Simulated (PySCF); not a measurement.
LiS (doublet)

```xyz
2

Li    0.0000    0.0000   -1.7615
S     0.0000    0.0000    0.3865
```

Method: PBE0/def2-TZVP, non-relativistic Hamiltonian with scalar-relativistic core potentials where named, at a bond length of 2.148 Å (PySCF).

Q: Predict the electron density, electron localisation function and spin density between the atoms.

A: Li–S (2.15 Å): the density is about 0.56 e/Å³ at the midpoint; the ELF peaks at about 0.90 in the valence shell of S, 0.9 Å from its nucleus, and falls to about 0.15 next to Li: a closed-shell, largely ionic contact.
The unpaired spin (1 electron) lies mostly on S2 (about 0.9), in electrons by Hirshfeld's partition.

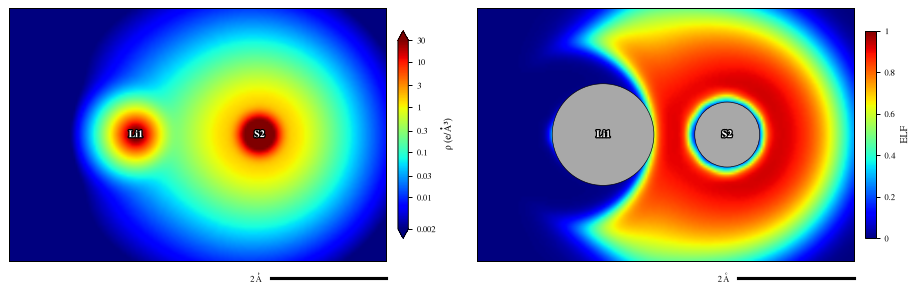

Computed electron density and electron localisation function on a plane that holds the molecular axis, in this order. Grey discs cover the atomic cores in the ELF map. 
